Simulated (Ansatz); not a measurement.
# SiGePH (singlet): PBE-QIDH, RPA-PBE over vertical spin and charge gaps and displaced geometries, cc-pVDZ

How well do these functionals follow the top wave-function level for SiGePH (singlet) over vertical spin and charge gaps and displaced geometries?

Computed with Ansatz 0.2.0, Gaussian basis. Level: cc-pVDZ, all electrons in the functionals, frozen cores in the correlation of double hybrids and RPA.

Plan: PBE-QIDH, RPA-PBE, at charge 0, singlet; charge 0, triplet; charge 1, doublet; displaced geometry v1; displaced geometry v2 (not every functional at every point).

19 further runs of the same task are left out: 8 that didn't finish, 11 set aside as unsound or not needed. Runs told in other sessions of the task aren't counted.

### Step 1. The geometry

The geometry is a PBE0/def2-TZVP stationary point (not a proven minimum). No spin-orbit coupling is included. The filled d shell of Ge may be among the frozen orbitals whatever the setting's name suggests.

4 atoms, charge 0, spin multiplicity 1.

Atoms are counted from 1 here; the program's logs count them from 0.

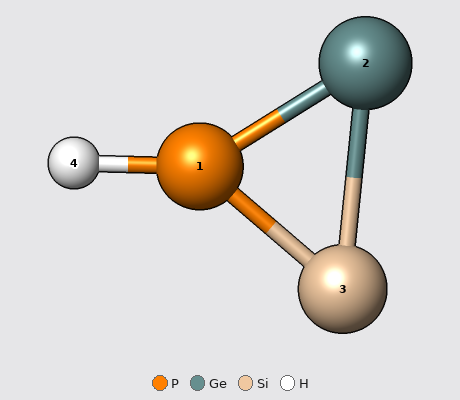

The structure; phosphorus orange, germanium teal, silicon light orange, hydrogen white; atoms are numbered from 1 in the order of the file.

No dispersion term is added.

The geometry shown and the zero of energy belong to the point charge 0, singlet. The yardstick, RCCSDT(Q), and other wave-function levels (R restricted, U unrestricted, valence and pair active spaces) come from earlier runs.

### Step 2. PBE-QIDH, charge 0, singlet

in.yaml

```yaml
crystal:
  periodic: [false, false, false]
  atoms:
    - {symbol: P, position_ang: [0.000000, 1.038496, 0.938563]}
    - {symbol: Ge, position_ang: [0.000000, -0.075212, -0.969708]}
    - {symbol: Si, position_ang: [0.000000, -1.033791, 1.416756]}
    - {symbol: H, position_ang: [0.000000, 2.313484, 1.566064]}
basis:
  gaussian: {orbitals: cc-pVDZ}
hamiltonian: {xc: {name: PBE-QIDH}}
correlation: {electrons: outside_noble_gas}
```

Started as:

```
> ansatz run in.yaml --threads 1 --pin off --events-out ev --progress --plain --max-ram 2393MiB
```

What it wrote:

```text
Functional definition: PBE-QIDH
  name "PBE-QIDH"
  cite "Brémond, Sancho-García, Pérez-Jiménez & Adamo, J. Chem. Phys. 141, 031101 (2014) doi:10.1063/1.4890314"
  cite "Perdew, Burke & Ernzerhof, Phys. Rev. Lett. 77, 3865 (1996) doi:10.1103/PhysRevLett.77.3865"
  parameter a = 3^(-1/3)
  parameter c = 1/3
  exchange = (1 - a)*pbe_x + a*exact_x
  correlation = (1 - c)*pbe_c + c*(mp2_os + mp2_ss)
748 factors; integrals over basis functions are off by at most 1.3e-3 eV
mean field evaluation 1: about -73665.4669 eV, gradient 9.1e0 eV
mean field evaluation 2: about -73665.4734 eV, gradient 9.1e0 eV
mean field evaluation 4: about -73665.8650 eV, gradient 1.7e0 eV
mean field evaluation 8: about -73665.8797 eV, gradient 5.5e-2 eV
mean field evaluation 16: about -73665.8797 eV, gradient 9.4e-6 eV
mean field -73665.87974918 eV, -2707.1711482558 hartree, gradient 1.8e-6 eV, S^2 0.000000; 0 other end points of the search recorded, 0 dependent functions left out
24 core orbitals not correlated: weight in the atoms' cores, before any rotation towards them, 1.000 or more for the frozen orbitals, at most 0.000 for the correlated occupied ones
reference -73665.87975762 eV, -2707.1711485660 hartree; 7, 7 occupied and 37, 37 virtual orbitals, 748 factors
second order -8.90529684 eV of doubles, -0.00000000 eV of singles
Total energy: -73668.84818990 eV, -2707.2802364402 hartree
```

It took 6 s on 1 thread of Arm Neoverse N1, shared host.

### Step 3. PBE-QIDH, charge 0, triplet

in.yaml, as its differences from that of step 2:

```diff
@@ -9,2 +9,3 @@
   gaussian: {orbitals: cc-pVDZ}
+magnetization: {spin_polarized: true, initial_magnetization: 2}
 hamiltonian: {xc: {name: PBE-QIDH}}
```

The command is unchanged.

What it wrote, cut to the lines that bear on the results:

```text
Functional definition: PBE-QIDH
  name "PBE-QIDH"
  cite "Brémond, Sancho-García, Pérez-Jiménez & Adamo, J. Chem. Phys. 141, 031101 (2014) doi:10.1063/1.4890314"
  cite "Perdew, Burke & Ernzerhof, Phys. Rev. Lett. 77, 3865 (1996) doi:10.1103/PhysRevLett.77.3865"
[...]
748 factors; integrals over basis functions are off by at most 1.3e-3 eV
[...]
mean field -73664.29202686 eV, -2707.1128005366 hartree, gradient 1.2e-6 eV, S^2 2.047709; 4 other end points of the search recorded, 0 dependent functions left out
24 core orbitals not correlated: weight in the atoms' cores, before any rotation towards them, 0.999 or more for the frozen orbitals, at most 0.001 for the correlated occupied ones
reference -73664.29203594 eV, -2707.1128008704 hartree; 8, 6 occupied and 36, 38 virtual orbitals, 748 factors
second order -8.23169245 eV of doubles, -0.00000000 eV of singles
Total energy: -73667.03593343 eV, -2707.2136372430 hartree
```

Run time: 19 s. Hardware: 1 thread of Arm Neoverse N1, shared host.

From the report: ⟨S²⟩ of the determinant 2.048 (pure triplet: 2.00).

From charge 0, singlet: +41.8 kcal/mol.

### Step 4. RPA-PBE, charge 0, singlet

in.yaml, as its differences from that of step 3:

```diff
@@ -9,4 +9,3 @@
   gaussian: {orbitals: cc-pVDZ}
-magnetization: {spin_polarized: true, initial_magnetization: 2}
-hamiltonian: {xc: {name: PBE-QIDH}}
-correlation: {electrons: outside_noble_gas}
+hamiltonian: {xc: {name: PBE}}
+correlation: {method: rpa, electrons: outside_noble_gas}
```

Same command.

What it wrote, cut to the lines that bear on the results:

```text
Functional definition: PBE
  name "PBE"
  cite "Perdew, Burke & Ernzerhof, Phys. Rev. Lett. 77, 3865 (1996) doi:10.1103/PhysRevLett.77.3865"
  parent pbe
[...]
748 factors; integrals over basis functions are off by at most 1.3e-3 eV
[...]
mean field -73682.03515458 eV, -2707.7648484537 hartree, gradient 2.4e-6 eV, S^2 0.000000; 0 other end points of the search recorded, 0 dependent functions left out
24 core orbitals not correlated: weight in the atoms' cores, before any rotation towards them, 0.999 or more for the frozen orbitals, at most 0.001 for the correlated occupied ones
reference -73620.37631560 eV, -2705.4989279149 hartree; 7, 7 occupied and 37, 37 virtual orbitals, 748 factors
Total energy: -73633.65478705 eV, -2705.9869027402 hartree
```

Run time: 4.8 s. Hardware: 1 thread of Arm Neoverse N1, shared host.

### Step 5. RPA-PBE, charge 0, triplet

in.yaml, as its differences from that of step 4:

```diff
@@ -9,2 +9,3 @@
   gaussian: {orbitals: cc-pVDZ}
+magnetization: {spin_polarized: true, initial_magnetization: 2}
 hamiltonian: {xc: {name: PBE}}
```

Launched as before.

What it wrote, cut to the lines that bear on the results:

```text
Functional definition: PBE
  name "PBE"
  cite "Perdew, Burke & Ernzerhof, Phys. Rev. Lett. 77, 3865 (1996) doi:10.1103/PhysRevLett.77.3865"
  parent pbe
[...]
748 factors; integrals over basis functions are off by at most 1.3e-3 eV
[...]
mean field -73680.28311722 eV, -2707.7004622681 hartree, gradient 7.4e-6 eV, S^2 2.031265; 9 other end points of the search recorded, 0 dependent functions left out
24 core orbitals not correlated: weight in the atoms' cores, before any rotation towards them, 0.998 or more for the frozen orbitals, at most 0.001 for the correlated occupied ones
reference -73618.80575163 eV, -2705.4412107536 hartree; 8, 6 occupied and 36, 38 virtual orbitals, 748 factors
Total energy: -73631.89863838 eV, -2705.9223654669 hartree
```

It took 44 s on 1 thread of Arm Neoverse N1, shared host.

From the report: ⟨S²⟩ of the determinant 2.031 (pure triplet: 2.00).

From charge 0, singlet: +40.5 kcal/mol.

### Step 6. RPA-PBE, charge 1, doublet

in.yaml, as its differences from that of step 5:

```diff
@@ -9,3 +9,4 @@
   gaussian: {orbitals: cc-pVDZ}
-magnetization: {spin_polarized: true, initial_magnetization: 2}
+total_charge: 1
+magnetization: {spin_polarized: true, initial_magnetization: 1}
 hamiltonian: {xc: {name: PBE}}
```

Same command.

What it wrote, cut to the lines that bear on the results:

```text
Functional definition: PBE
  name "PBE"
  cite "Perdew, Burke & Ernzerhof, Phys. Rev. Lett. 77, 3865 (1996) doi:10.1103/PhysRevLett.77.3865"
  parent pbe
[...]
748 factors; integrals over basis functions are off by at most 1.3e-3 eV
[...]
mean field -73674.29653331 eV, -2707.4804593674 hartree, gradient 5.1e-6 eV, S^2 0.756464; 3 other end points of the search recorded, 0 dependent functions left out
24 core orbitals not correlated: weight in the atoms' cores, before any rotation towards them, 0.998 or more for the frozen orbitals, at most 0.001 for the correlated occupied ones
reference -73613.53093693 eV, -2705.2473648889 hartree; 7, 6 occupied and 37, 38 virtual orbitals, 748 factors
Total energy: -73625.96520012 eV, -2705.7043156329 hartree
```

It took 16 s on 1 thread of Arm Neoverse N1, shared host.

From the report: ⟨S²⟩ of the determinant 0.756 (pure doublet: 0.75).

From charge 0, singlet: +177.3 kcal/mol.

### Step 7. RPA-PBE, displaced geometry v1

in.yaml

```yaml
crystal:
  periodic: [false, false, false]
  atoms:
    - {symbol: P, position_ang: [-0.009096, 1.038345, 0.956228]}
    - {symbol: Ge, position_ang: [-0.009929, -0.091505, -0.963196]}
    - {symbol: Si, position_ang: [0.038035, -0.990774, 1.380655]}
    - {symbol: H, position_ang: [-0.064742, 2.293686, 1.559766]}
basis:
  gaussian: {orbitals: cc-pVDZ}
hamiltonian: {xc: {name: PBE}}
correlation: {method: rpa, electrons: outside_noble_gas}
```

Launched as before.

What it wrote, cut to the lines that bear on the results:

```text
Functional definition: PBE
  name "PBE"
  cite "Perdew, Burke & Ernzerhof, Phys. Rev. Lett. 77, 3865 (1996) doi:10.1103/PhysRevLett.77.3865"
  parent pbe
[...]
749 factors; integrals over basis functions are off by at most 1.3e-3 eV
[...]
mean field -73681.92434955 eV, -2707.7607764440 hartree, gradient 9.6e-6 eV, S^2 0.000000; 0 other end points of the search recorded, 0 dependent functions left out
24 core orbitals not correlated: weight in the atoms' cores, before any rotation towards them, 0.999 or more for the frozen orbitals, at most 0.001 for the correlated occupied ones
reference -73620.32738873 eV, -2705.4971298858 hartree; 7, 7 occupied and 37, 37 virtual orbitals, 749 factors
Total energy: -73633.53497992 eV, -2705.9824999093 hartree
```

Wall time 4.6 s (1 thread of Arm Neoverse N1, shared host).

From charge 0, singlet: +2.8 kcal/mol.

### Step 8. RPA-PBE, displaced geometry v2

in.yaml

```yaml
crystal:
  periodic: [false, false, false]
  atoms:
    - {symbol: P, position_ang: [0.108964, 1.039604, 0.931330]}
    - {symbol: Ge, position_ang: [-0.055910, -0.065730, -0.965347]}
    - {symbol: Si, position_ang: [0.020710, -1.056733, 1.412936]}
    - {symbol: H, position_ang: [0.103819, 2.235273, 1.580459]}
basis:
  gaussian: {orbitals: cc-pVDZ}
hamiltonian: {xc: {name: PBE}}
correlation: {method: rpa, electrons: outside_noble_gas}
```

Launched as before.

What it wrote, cut to the lines that bear on the results:

```text
Functional definition: PBE
  name "PBE"
  cite "Perdew, Burke & Ernzerhof, Phys. Rev. Lett. 77, 3865 (1996) doi:10.1103/PhysRevLett.77.3865"
  parent pbe
[...]
749 factors; integrals over basis functions are off by at most 1.2e-3 eV
[...]
mean field -73681.96520109 eV, -2707.7622777102 hartree, gradient 3.6e-6 eV, S^2 0.000000; 0 other end points of the search recorded, 0 dependent functions left out
24 core orbitals not correlated: weight in the atoms' cores, before any rotation towards them, 0.999 or more for the frozen orbitals, at most 0.001 for the correlated occupied ones
reference -73620.34923008 eV, -2705.4979325405 hartree; 7, 7 occupied and 37, 37 virtual orbitals, 749 factors
Total energy: -73633.60367211 eV, -2705.9850243009 hartree
```

Run time: 4.6 s. Hardware: 1 thread of Arm Neoverse N1, shared host.

From charge 0, singlet: +1.2 kcal/mol.

### Step 9. Against the wave-function levels

The yardstick is RCCSDT(Q), where the cluster series has nearly closed. It comes from earlier runs at the same points. Energies in kcal/mol, counted from charge 0, singlet; blanks weren't run or aren't comparable.

```
    level  singlet to triplet  ionisation to the doublet cation  displacement v1  displacement v2
RCCSDT(Q)                41.9                             174.6              2.5              1.1
 PBE-QIDH                41.8                                                                    
  RPA-PBE                40.5                             177.3              2.8              1.2
```

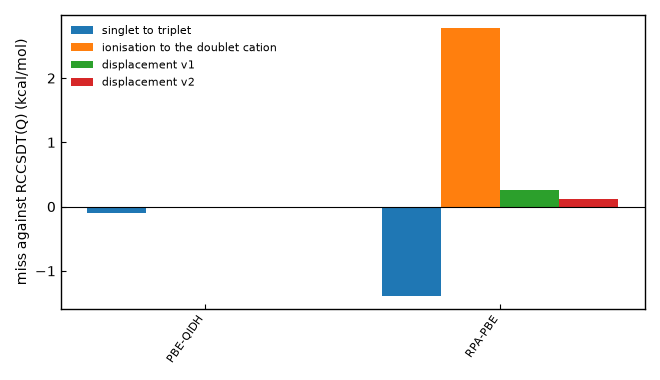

Misses of the gaps against RCCSDT(Q).

Largest miss and mean time a point (RCCSDT(Q) took 2.3 min a point; shared hosts):

```
   level  largest miss (kcal/mol)                             where  time a point
PBE-QIDH                     -0.1                singlet to triplet          12 s
 RPA-PBE                     +2.8  ionisation to the doublet cation          15 s
```

### Step 10. Results

| quantity | value |
| --- | --- |
| singlet to triplet, RCCSDT(Q) | 41.9 kcal/mol |
| ionisation to the doublet cation, RCCSDT(Q) | 174.6 kcal/mol |
| displacement v1, RCCSDT(Q) | 2.5 kcal/mol |
| displacement v2, RCCSDT(Q) | 1.1 kcal/mol |
| largest miss, PBE-QIDH | -0.1 kcal/mol (singlet to triplet) |
| largest miss, RPA-PBE | +2.8 kcal/mol (ionisation to the doublet cation) |

In words: Misses are known at 4 of 4 points at best, and only functionals with that many are ranked. RPA-PBE strays by up to 2.8 kcal/mol, at ionisation to the doublet cation. Functionals and the yardstick converge differently with the basis, so part of each miss in cc-pVDZ is the basis.
